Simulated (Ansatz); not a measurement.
# InH (model cell, started as wurtzite): following an unstable mode, part 2 of 2

Which phase does InH (model cell, started as wurtzite) fall into along its unstable mode, and how much energy does it gain?

Ansatz 0.2.0; DFT PBEsol, scalar-relativistic, plane waves, PAW.

So far, highest frequency on the path or at a solved wavevector (cm⁻¹): step 2 (phonons on a q mesh) 792. Also lowest frequency on the path (cm⁻¹): step 2 -544.

The structure was built from a prototype and need not be the compound's stable phase.

## Step 5: Energy along the mode, all amplitudes (two of the runs are shown above)

An imaginary frequency means negative curvature, so the energy should fall and then rise again as anharmonic terms take over.

Numbers from this step:

| Quantity | Value |
| --- | --- |
| depth at the lowest point sampled | 31.67 meV/atom |
| largest atomic shift at that point | 0.45 Å |

Table of energy from the parent by largest shift of an atom, one sign:

| largest shift of an atom, one sign (Å) | energy from the parent (meV/atom) |
| --- | --- |
| 0.000 | 0 |
| 0.040 | -0.444 |
| 0.080 | -1.79 |
| 0.140 | -5.42 |
| 0.220 | -12.6 |
| 0.320 | -22.7 |
| 0.450 | -31.7 |
| 0.600 | -29.0 |

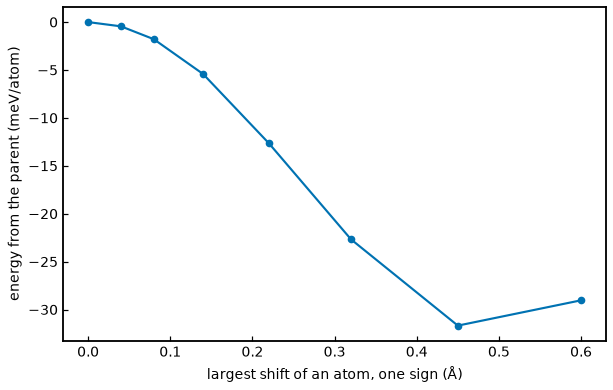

Energy from the parent, plotted against largest shift of an atom, one sign.

Displacement at unit largest shift by atom:

```
atom  x (Å)  y (Å)  z (Å)  size
 In1   0.00   0.00   0.00  0.00
 In2   0.00   0.00   0.00  0.00
 In3   0.00   0.00   0.00  0.00
 In4   0.00   0.00   0.00  0.00
 In5   0.00   0.00   0.00  0.00
 In6   0.00   0.00   0.00  0.00
  H7  -0.87   0.50   0.00  1.00
  H8   0.00  -1.00   0.00  1.00
  H9   0.87   0.50   0.00  1.00
 H10   0.87  -0.50   0.00  1.00
 H11  -0.87  -0.50   0.00  1.00
 H12   0.00   1.00   0.00  1.00
```

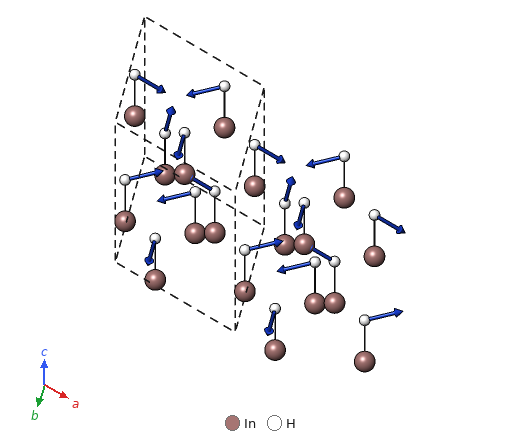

Displacement at unit largest shift as arrows, the longest 1 Å. 2×1×1 cells are drawn. Some periodic images of atoms are drawn too.

The lowest of the steps tried is at 0.45 Å, 31.7 meV/atom below the parent; the bottom of the well need not coincide with a step.

## Step 6: Relaxation from the frozen mode

Starting from the lowest point found, all atoms and the cell are let go, so that strain and other modes of the same symmetry can join in.

input.yaml reads:

```yaml
crystal:
  lattice:
    - [4.8902755167, -2.8234018859, 0.0]
    - [4.8902755166, 2.823401886, 0.0]
    - [0.0, 0.0, 6.8269828696]
  atoms:
    - { symbol: In, position: [0.6669316181, 0.3333333333, 0.0396338454] }
    - { symbol: In, position: [-0.0002649543, 0.6669316334, 0.039633848] }
    - { symbol: In, position: [0.3333333458, -0.0002649667, 0.039633848] }
    - { symbol: In, position: [-0.0002649514, 0.3333333333, 0.5396338454] }
    - { symbol: In, position: [0.3333333209, 0.6669316334, 0.539633848] }
    - { symbol: In, position: [0.666931621, -0.0002649667, 0.539633848] }
    - { symbol: H, position: [0.5869755674, 0.3333333333, 0.3353663025] }
    - { symbol: H, position: [0.0796897448, 0.5869753854, 0.3353660781] }
    - { symbol: H, position: [0.3333317969, 0.0796912813, 0.3353660781] }
    - { symbol: H, position: [0.0796910993, 0.3333333333, 0.8353663025] }
    - { symbol: H, position: [0.3333348698, 0.5869753854, 0.8353660781] }
    - { symbol: H, position: [0.5869769218, 0.0796912813, 0.8353660781] }
kpoints:
  mp_grid: { grid: [9, 9, 6] }
hamiltonian:
  xc: pbesol
scf:
  occupations: { method: methfessel_paxton, width: 0.2 }
output:
  forces: true
  stress: true
  eigenvalues: true
relax:
  adjacent_minimum: "off"
  f_tol: 0.002
  max_steps: 120
  cell: { stress_tol: 0.03 }
```

Launch:

```bash
> ansatz run input.yaml --threads 4 --pin off --max-ram 7168MiB --backend cpu --events-out ev --progress --plain --runs-dir out
```

Numbers of over 12 decimals in the logs are rounded to 6 here.

Log:

```text
[...]
Crystal: 12 atoms, lattice volume = 188.523 Å³
Basis set: ecut = 420 eV, 3683 PW (Γ), exchange–correlation on 80×80×96 points (8 copies of the dense FFT grid, shifted against one another)
Bands: 54, of which v1, the nominal top of the filled ones, is band 42 counted from 1 (41 counted from 0)
Symmetry: 12 space group operations
[...]
k-points: 48 of 486 (time reversal used)
[...]
SCF iter   1: F=—  HF=-33241.745423 eV  |F-HF|=—  |Δ(HF+E_count)|=         —  Δρ=7.69e-3  dr2=1.12e-1  ethr=1.77e-3  ⟨swp⟩=6.6  Hψ=10464  notcnv=0
[...]
SCF iter   7: F=-33241.701092 eV  HF=-33241.701092 eV  |F-HF|=1.86e-8  |Δ(HF+E_count)|=   1.71e-7  S|Δr|=    0.00e0  Δρ=5.26e-6  dr2=7.39e-8  ethr=1.19e-10  ⟨swp⟩=9.6  Hψ=11077  notcnv=0
SCF 1 converged in 7 iterations: F = -33241.701092 eV  dr2 = 7.39e-8
[...]
relax step   1: F+E_penalty+E_count = -33241.70109220 eV  Δ(F+E_penalty+E_count) = +0.000e0 eV  max|allowed force component| = 1.275e-1 eV/Å  Δτ_max = 0.0000 Å  P = +0.083 GPa  Ω = 188.523 Å³  (7 SCF iters, dr2 threshold 1.00e-7 eV, accepted)
Crystal: 12 atoms, lattice volume = 190.214 Å³
Basis set: ecut = 420 eV, 3729 PW (Γ), exchange–correlation on 80×80×96 points (8 copies of the dense FFT grid, shifted against one another)
[...]
SCF iter   6: F=-33241.780255 eV  HF=-33241.780255 eV  |F-HF|=3.57e-8  |Δ(HF+E_count)|=   6.89e-7  S|Δr|=    0.00e0  Δρ=8.63e-6  dr2=1.63e-7  ethr=1.43e-9  ⟨swp⟩=6.7  Hψ=9999  notcnv=0
SCF 2 converged in 6 iterations: F = -33241.780255 eV  dr2 = 1.63e-7
[...]
relax step   2: F+E_penalty+E_count = -33241.78025533 eV  Δ(F+E_penalty+E_count) = -7.916e-2 eV  max|allowed force component| = 2.312e-1 eV/Å  Δτ_max = 0.1949 Å  P = -0.803 GPa  Ω = 190.214 Å³  energy of the carried Pulay correction = -9.147e-4 eV  (6 SCF iters, dr2 threshold 1.20e-6 eV, accepted)
Crystal: 12 atoms, lattice volume = 192.671 Å³
Basis set: ecut = 420 eV, 3753 PW (Γ), exchange–correlation on 80×80×96 points (8 copies of the dense FFT grid, shifted against one another)
[...]
SCF iter   6: F=-33241.874751 eV  HF=-33241.874752 eV  |F-HF|=9.67e-8  |Δ(HF+E_count)|=   5.38e-9  S|Δr|=    0.00e0  Δρ=7.78e-6  dr2=2.25e-7  ethr=1.43e-9  ⟨swp⟩=6.4  Hψ=9902  notcnv=0
SCF 3 converged in 6 iterations: F = -33241.874751 eV  dr2 = 2.25e-7
relax step   3: F+E_penalty+E_count = -33241.87475142 eV  Δ(F+E_penalty+E_count) = -9.450e-2 eV  max|allowed force component| = 1.370e-2 eV/Å  Δτ_max = 0.0526 Å  P = -0.611 GPa  Ω = 192.671 Å³  energy of the carried Pulay correction = -2.229e-3 eV  (6 SCF iters, dr2 threshold 1.20e-6 eV, accepted)
[... from here on, the SCF cycles and remarks between the steps are left out ...]
relax step   4: F+E_penalty+E_count = -33241.89477396 eV  Δ(F+E_penalty+E_count) = -2.002e-2 eV  max|allowed force component| = 1.620e-1 eV/Å  Δτ_max = 0.0636 Å  P = +1.061 GPa  Ω = 186.584 Å³  energy of the carried Pulay correction = +1.059e-3 eV  (6 SCF iters, dr2 threshold 1.20e-6 eV, accepted)
relax step   5: F+E_penalty+E_count = -33242.01800613 eV  Δ(F+E_penalty+E_count) = -1.232e-1 eV  max|allowed force component| = 1.606e-1 eV/Å  Δτ_max = 0.0987 Å  P = +1.095 GPa  Ω = 188.022 Å³  energy of the carried Pulay correction = +2.724e-4 eV  (6 SCF iters, dr2 threshold 1.20e-6 eV, accepted)
relax step   6: F+E_penalty+E_count = -33242.12978437 eV  Δ(F+E_penalty+E_count) = -1.118e-1 eV  max|allowed force component| = 1.272e-1 eV/Å  Δτ_max = 0.0854 Å  P = -0.169 GPa  Ω = 190.164 Å³  energy of the carried Pulay correction = -8.875e-4 eV  (6 SCF iters, dr2 threshold 1.20e-6 eV, accepted)
relax step   7: F+E_penalty+E_count = -33242.13577448 eV  Δ(F+E_penalty+E_count) = -5.990e-3 eV  max|allowed force component| = 1.452e-1 eV/Å  Δτ_max = 0.0527 Å  P = +0.831 GPa  Ω = 187.621 Å³  energy of the carried Pulay correction = +4.913e-4 eV  (6 SCF iters, dr2 threshold 1.01e-6 eV, accepted)
relax step   8: F+E_penalty+E_count = -33242.20004181 eV  Δ(F+E_penalty+E_count) = -6.427e-2 eV  max|allowed force component| = 2.795e-2 eV/Å  Δτ_max = 0.1119 Å  P = -0.079 GPa  Ω = 190.518 Å³  energy of the carried Pulay correction = -1.078e-3 eV  (6 SCF iters, dr2 threshold 1.20e-6 eV, accepted)
relax step   9: F+E_penalty+E_count = -33242.20055446 eV  Δ(F+E_penalty+E_count) = -5.127e-4 eV  max|allowed force component| = 1.163e-2 eV/Å  Δτ_max = 0.0138 Å  P = +0.383 GPa  Ω = 188.013 Å³  energy of the carried Pulay correction = +2.773e-4 eV  (6 SCF iters, dr2 threshold 5.64e-8 eV, rejected (line search))
relax step  10: F+E_penalty+E_count = -33242.20290327 eV  Δ(F+E_penalty+E_count) = -2.861e-3 eV  max|allowed force component| = 6.725e-3 eV/Å  Δτ_max = 0.0150 Å  P = -0.011 GPa  Ω = 189.810 Å³  energy of the carried Pulay correction = -6.969e-4 eV  (9 SCF iters, accepted)
relax step  11: F+E_penalty+E_count = -33242.20347981 eV  Δ(F+E_penalty+E_count) = -5.765e-4 eV  max|allowed force component| = 7.048e-3 eV/Å  Δτ_max = 0.0178 Å  P = +0.051 GPa  Ω = 189.402 Å³  energy of the carried Pulay correction = -4.761e-4 eV  (7 SCF iters, dr2 threshold 2.83e-9 eV, accepted)
relax step  12: F+E_penalty+E_count = -33242.20346053 eV  Δ(F+E_penalty+E_count) = +1.928e-5 eV  max|allowed force component| = 2.502e-3 eV/Å  Δτ_max = 0.0040 Å  P = -0.011 GPa  Ω = 189.639 Å³  energy of the carried Pulay correction = -6.045e-4 eV  (5 SCF iters, dr2 threshold 1.95e-8 eV, accepted)
relax step  13: F+E_penalty+E_count = -33242.20350307 eV  Δ(F+E_penalty+E_count) = -4.254e-5 eV  max|allowed force component| = 1.412e-3 eV/Å  Δτ_max = 0.0007 Å  P = -0.003 GPa  Ω = 189.578 Å³  energy of the carried Pulay correction = -5.717e-4 eV  (5 SCF iters, dr2 threshold 3.91e-10 eV, accepted)
relax step  14: F+E_penalty+E_count = -33242.28673191 eV  Δ(F+E_penalty+E_count) = -8.323e-2 eV  max|allowed force component| = 4.793e-3 eV/Å  Δτ_max = 0.0000 Å  P = +0.636 GPa  Ω = 189.578 Å³  stress off target by 9.80e-1 GPa  SCF on the basis re-selected at this cell (its energy is not comparable with the rows above)  (7 SCF iters)
relax step  15: F+E_penalty+E_count = -33242.32137860 eV  Δ(F+E_penalty+E_count) = -3.465e-2 eV  max|allowed force component| = 1.199e-2 eV/Å  Δτ_max = 0.0374 Å  P = +0.420 GPa  Ω = 191.311 Å³  energy of the carried Pulay correction = -7.850e-4 eV  (5 SCF iters, dr2 threshold 1.20e-6 eV, accepted)
relax step  16: F+E_penalty+E_count = -33242.34512813 eV  Δ(F+E_penalty+E_count) = -2.375e-2 eV  max|allowed force component| = 1.660e-2 eV/Å  Δτ_max = 0.0833 Å  P = +0.084 GPa  Ω = 194.251 Å³  energy of the carried Pulay correction = -2.060e-3 eV  (6 SCF iters, dr2 threshold 9.74e-7 eV, accepted)
relax step  17: F+E_penalty+E_count = -33242.34100659 eV  Δ(F+E_penalty+E_count) = +4.122e-3 eV  max|allowed force component| = 2.111e-2 eV/Å  Δτ_max = 0.0335 Å  P = -0.440 GPa  Ω = 197.364 Å³  energy of the carried Pulay correction = -3.997e-3 eV  (6 SCF iters, dr2 threshold 2.59e-7 eV, rejected (line search))
relax step  18: F+E_penalty+E_count = -33242.34778078 eV  Δ(F+E_penalty+E_count) = -2.653e-3 eV  max|allowed force component| = 7.664e-3 eV/Å  Δτ_max = 0.0167 Å  P = +0.002 GPa  Ω = 194.951 Å³  energy of the carried Pulay correction = -2.535e-3 eV  (9 SCF iters, accepted)
relax step  19: F+E_penalty+E_count = -33242.34798290 eV  Δ(F+E_penalty+E_count) = -2.021e-4 eV  max|allowed force component| = 3.418e-3 eV/Å  Δτ_max = 0.0038 Å  P = +0.006 GPa  Ω = 194.767 Å³  energy of the carried Pulay correction = -2.441e-3 eV  (6 SCF iters, dr2 threshold 3.67e-9 eV, accepted)
relax step  20: F+E_penalty+E_count = -33242.34802793 eV  Δ(F+E_penalty+E_count) = -4.503e-5 eV  max|allowed force component| = 2.661e-3 eV/Å  Δτ_max = 0.0028 Å  P = +0.005 GPa  Ω = 194.760 Å³  energy of the carried Pulay correction = -2.435e-3 eV  (7 SCF iters, dr2 threshold 7.30e-10 eV, accepted)
relax step  21: F+E_penalty+E_count = -33242.34799564 eV  Δ(F+E_penalty+E_count) = +3.230e-5 eV  max|allowed force component| = 4.876e-4 eV/Å  Δτ_max = 0.0016 Å  P = -0.001 GPa  Ω = 194.870 Å³  energy of the carried Pulay correction = -2.497e-3 eV  (6 SCF iters, dr2 threshold 4.42e-10 eV, accepted)
relax step  22: F+E_penalty+E_count = -33242.35299656 eV  Δ(F+E_penalty+E_count) = -5.001e-3 eV  max|allowed force component| = 1.231e-3 eV/Å  Δτ_max = 0.0000 Å  P = +0.000 GPa  Ω = 194.870 Å³  stress off target by 3.26e-2 GPa  SCF on the basis re-selected at this cell (its energy is not comparable with the rows above)  (6 SCF iters)
relax step  23: F+E_penalty+E_count = -33242.35300666 eV  Δ(F+E_penalty+E_count) = -1.010e-5 eV  max|allowed force component| = 1.097e-3 eV/Å  Δτ_max = 0.0027 Å  P = -0.009 GPa  Ω = 194.951 Å³  energy of the carried Pulay correction = -4.229e-5 eV  (6 SCF iters, dr2 threshold 2.66e-9 eV, accepted)
[...]
SCF iter   4: F=-33242.353062 eV  HF=-33242.353062 eV  |F-HF|=2.91e-11  |Δ(HF+E_count)|=   3.21e-8  S|Δr|=    0.00e0  Δρ=1.46e-7  dr2=3.40e-11  ethr=1.00e-12  ⟨swp⟩=5.0  Hψ=11392  notcnv=0
SCF 24 converged in 4 iterations: F = -33242.353062 eV  dr2 = 3.40e-11
relax step  24: F+E_penalty+E_count = -33242.35306220 eV  Δ(F+E_penalty+E_count) = -5.554e-5 eV  max|allowed force component| = 1.116e-3 eV/Å  Δτ_max = 0.0000 Å  P = -0.009 GPa  Ω = 194.951 Å³  stress off target by 9.76e-3 GPa  SCF on the basis re-selected at this cell (its energy is not comparable with the rows above)  (4 SCF iters)
[...]
SCF converged after 4 iterations
[...]
Free energy (F): -33242.353062 eV
[...]
Internal energy: -33242.349986 eV  (E = F + TS)
E sigma→0 (E₀):  -33242.352293 eV
Entropy (-TS):   -0.003076 eV (-0.256 meV/atom)
Fermi energy:    7.777860 eV
[...]
--- Forces (eV/Å), atoms counted from 1 ---
  atom   1  In    -0.00096673     0.00055814     0.00023550
  atom   2  In     0.00000000    -0.00111628     0.00023550
  atom   3  In     0.00096673     0.00055814     0.00023550
  atom   4  In     0.00096673    -0.00055814     0.00023550
  atom   5  In    -0.00096673    -0.00055814     0.00023550
  atom   6  In    -0.00000000     0.00111628     0.00023550
  atom   7  H      0.00022253    -0.00012848    -0.00023569
  atom   8  H     -0.00000000     0.00025695    -0.00023569
  atom   9  H     -0.00022253    -0.00012848    -0.00023569
  atom  10  H     -0.00022253     0.00012848    -0.00023569
  atom  11  H      0.00022253     0.00012848    -0.00023569
  atom  12  H      0.00000000    -0.00025695    -0.00023569
  max |Σ_I F_I| component: 1.11e-6 eV/Å
--- Stress (GPa, compression-positive) ---
       -0.008816      -0.000000      -0.000000
       -0.000000      -0.008816       0.000000
       -0.000000       0.000000      -0.009760
  P = ⅓ Tr σ = -0.0091 GPa (-0.091 kbar)
--- Band table (eV; the first three rows and the last of 48) ---
  k-point 0: bands = [... 38 lower, 6.1741, 6.1741, 6.2061, 8.9860, 8.9860, 9.3099, 10.3333, 10.3333, ... 8 higher]
  k-point 1: bands = [... 38 lower, 5.4897, 5.7941, 7.0952, 7.5378, 7.5378, 9.3018, 10.5264, 10.5264, ... 8 higher]
  k-point 2: bands = [... 38 lower, 4.7401, 5.8809, 5.8809, 6.4586, 6.7220, 8.9270, 10.8681, 11.1218, ... 8 higher]
  k-point 47: bands = [... 38 lower, 5.6570, 5.6570, 6.3298, 6.3298, 9.5536, 9.5536, 9.5536, 9.5536, ... 8 higher]
--- Relaxed structure (21 steps of the walk, 19 accepted, 3 SCFs on fresh bases) ---
  F+E_penalty+E_count = -33242.35306220 eV   max|allowed force component| = 1.116e-3 eV/Å   (the final SCF, on the basis selected at the relaxed cell)
  cell:  # Å, volume = 194.9510 Å³
    - [5.963675, -3.443130, -6.440234718975176e-17]
    - [5.963675, 3.443130, -6.747499200756137e-17]
    - [-9.20525165220773e-17, -3.7148260131156885e-18, 4.747097]
  atoms:
    - { symbol: In, position: [0.677663, 0.333333, -0.00952667] }
    - { symbol: In, position: [-0.010996, 0.677663, -0.00952667] }
    - { symbol: In, position: [0.333333, -0.010996, -0.00952667] }
    - { symbol: In, position: [-0.010996, 0.333333, 0.490473] }
    - { symbol: In, position: [0.333333, 0.677663, 0.490473] }
    - { symbol: In, position: [0.677663, -0.010996, 0.490473] }
    - { symbol: H, position: [0.544401, 0.333333, 0.384527] }
    - { symbol: H, position: [0.122265, 0.544401, 0.384527] }
    - { symbol: H, position: [0.333333, 0.122265, 0.384527] }
    - { symbol: H, position: [0.122265, 0.333333, 0.884527] }
    - { symbol: H, position: [0.333333, 0.544401, 0.884527] }
    - { symbol: H, position: [0.544401, 0.122265, 0.884527] }
```

It took 3.7 min on 4 threads of Arm Neoverse V2, shared host; peak memory 0.76 GiB.

The steps of the relaxation (22 of 24):

| step | energy less that of the first step (eV) | largest force component (eV/Å) | pressure (GPa) | volume (Å³) |
| --- | --- | --- | --- | --- |
| 1 | 0.0000 | 0.1275 | 0.08 | 188.52 |
| 2 | -0.0792 | 0.2312 | -0.80 | 190.21 |
| 3 | -0.1737 | 0.0137 | -0.61 | 192.67 |
| 4 | -0.1937 | 0.1620 | 1.06 | 186.58 |
| 5 | -0.3169 | 0.1606 | 1.10 | 188.02 |
| 6 | -0.4287 | 0.1272 | -0.17 | 190.16 |
| 8 | -0.4989 | 0.0279 | -0.08 | 190.52 |
| 9 | -0.4995 | 0.0116 | 0.38 | 188.01 |
| 10 | -0.5018 | 0.0067 | -0.01 | 189.81 |
| 11 | -0.5024 | 0.0070 | 0.05 | 189.40 |
| 12 | -0.5024 | 0.0025 | -0.01 | 189.64 |
| 13 | -0.5024 | 0.0014 | 0.00 | 189.58 |
| 14* | -0.5856 | 0.0048 | 0.64 | 189.58 |
| 15 | -0.6203 | 0.0120 | 0.42 | 191.31 |
| 16 | -0.6440 | 0.0166 | 0.08 | 194.25 |
| 17 | -0.6399 | 0.0211 | -0.44 | 197.36 |
| 19 | -0.6469 | 0.0034 | 0.01 | 194.77 |
| 20 | -0.6469 | 0.0027 | 0.00 | 194.76 |
| 21 | -0.6469 | 0.0005 | 0.00 | 194.87 |
| 22* | -0.6519 | 0.0012 | 0.00 | 194.87 |
| 23 | -0.6519 | 0.0011 | -0.01 | 194.95 |
| 24* | -0.6520 | 0.0011 | -0.01 | 194.95 |

Relaxation steps marked * repeat the geometry before them on a plane-wave basis chosen anew for their cell, so energy and pressure can jump there. Other such steps can lie between the rows shown. Relaxation steps 9, 17 were tried and not accepted.

The run keeps the 12 symmetry operations that it works with, so distortions that break them were not tested.

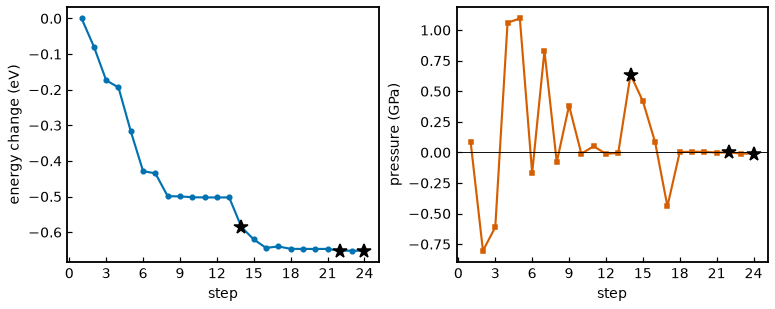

Energy and pressure along the relaxation. Stars mark steps on a basis chosen anew.

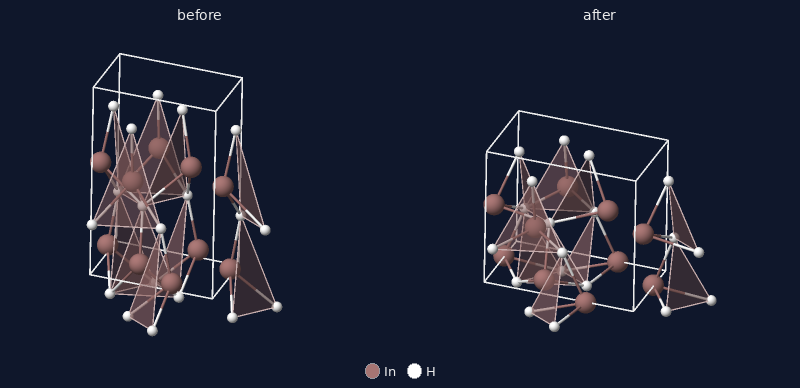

Before and after, at one scale.

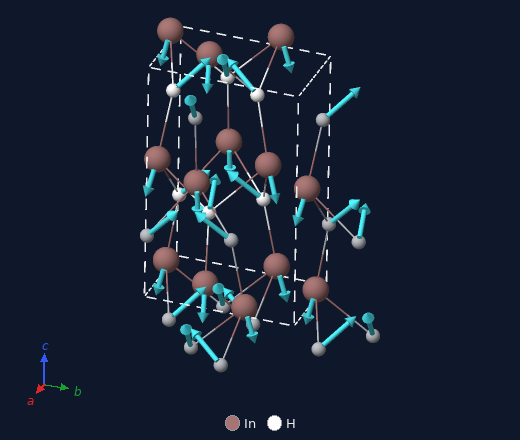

Displacements in the relaxation, exaggerated, measured against the changing cell; the longest in the cell stands for 0.37 Å. Some periodic images of atoms are drawn too.

| cell as run | before | after | change |
| --- | --- | --- | --- |
| a (Å) | 5.647 | 6.886 | +21.9 % |
| b (Å) | 5.647 | 6.886 | +21.9 % |
| c (Å) | 6.827 | 4.747 | -30.5 % |
| volume (Å³/atom) | 15.71 | 16.25 | +3.4 % |

The atoms that moved most (Å, as changes of fractional coordinates times the final cell):

| atom | dx | dy | dz | length |
| --- | --- | --- | --- | --- |
| H9 | 0.254 | 0.147 | 0.233 | 0.375 |
| H12 | 0.000 | 0.293 | 0.233 | 0.375 |
| H8 | 0.000 | -0.293 | 0.233 | 0.375 |
| H11 | -0.254 | -0.147 | 0.233 | 0.375 |
| H10 | 0.254 | -0.147 | 0.233 | 0.375 |
| H7 | -0.254 | 0.147 | 0.233 | 0.375 |
| In4 | -0.064 | 0.037 | -0.233 | 0.245 |
| In1 | 0.064 | -0.037 | -0.233 | 0.245 |

Final coordinates:

```xyz
12
Lattice="5.9637 -3.4431 0.0000 5.9637 3.4431 0.0000 0.0000 0.0000 4.7471" Properties=species:S:1:pos:R:3 pbc="T T T"
In    6.0293   -1.1856   -0.0452
In    3.9758    2.3711   -0.0452
In    1.9223   -1.1856   -0.0452
In    1.9223    1.1856    2.3283
In    6.0293    1.1856    2.3283
In    3.9758   -2.3711    2.3283
H     5.2345   -0.7267    1.8254
H     3.9758    1.4535    1.8254
H     2.7170   -0.7267    1.8254
H     2.7170    0.7267    4.1989
H     5.2345    0.7267    4.1989
H     3.9758   -1.4535    4.1989
```

Numbers from this step:

```
pressure        : -0.009131 GPa
volume per atom : 16.25 Å³
```

The distorted start has space group P6_3cm; the relaxation ends in P6_3cm.

## Step 7: Outcome

| Item | Value |
| --- | --- |
| unstable mode of the parent | q = (0.333, 0.333, 0), 541i cm⁻¹ |
| depth at the lowest point sampled | 31.7 meV/atom |
| largest atomic shift at that point | 0.45 Å |
| space group reached (within 0.01 Å) | P6_3cm |
| energy gained over the parent (first relaxation, on the mesh of the frozen mode) | 85.9 meV/atom |
| volume per atom, phase reached | 16.2 Å³ |

Along this mode the structure falls into P6_3cm, 85.9 meV/atom below the parent. At the parent's cell the well is 31.67 meV/atom deep on the steps tried, with its lowest point at a shift of 0.45 Å. Relaxing atoms and cell changes the gain by +54.23 meV/atom against the lowest step (energies at zero smearing). Most of the total comes from this relaxation. The modes of the phase reached were not computed on this path. Each path keeps the symmetry of its pattern, so a lower phase may lie along a pattern not tried. With no gap, or one that is small against the smearing, the frequencies hang on the k mesh and the smearing, most of all near Kohn anomalies. The starting cell was built on a prototype and not taken from a measurement, so the phase need not exist.

[Logs are printed without paths, hosts, clocks, repeated set-up lines and the standing remarks that a program may print on its own settings, such as how far it seeks lower states.]

[Hosts, paths, dates, database ids (printed as entryN), source tags and the programs' standing remarks are cut or masked in the printed files.]
